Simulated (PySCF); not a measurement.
Vertical excitations of a molecule C5H6O2 from TDA-ωB97X/def2-SVPD (PySCF), as energy in eV (oscillator strength): 5.64 (0.056), 6.28 (0.059), 6.90 (0.007), 7.16 (0.004), 7.68 (0.009), 7.74 (0.283), 7.89 (0.018), 8.08 (0.029), 8.15 (0.031), 8.31 (0.205). Lowest triplet (TDA): 4.02 eV. The structure is a stationary point at B3LYP-D3(BJ)/def2-SVP. Other conformers were not sampled.

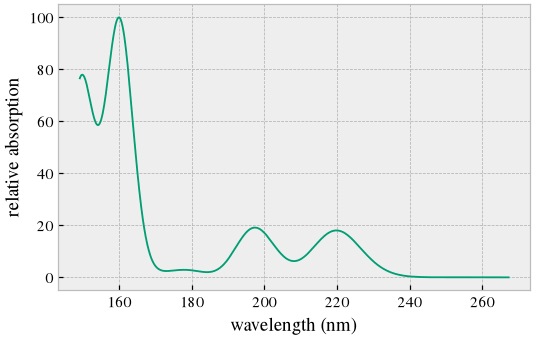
Fig. 1. The lines broadened by 0.4 eV.

Pick the molecule that these values belong to.
A. C1=COC=COC1
B. O=C[C@@H]1CCC1=O
C. COc1ccco1
D. C=CC1OC(=C)O1

A, C1=COC=COC1
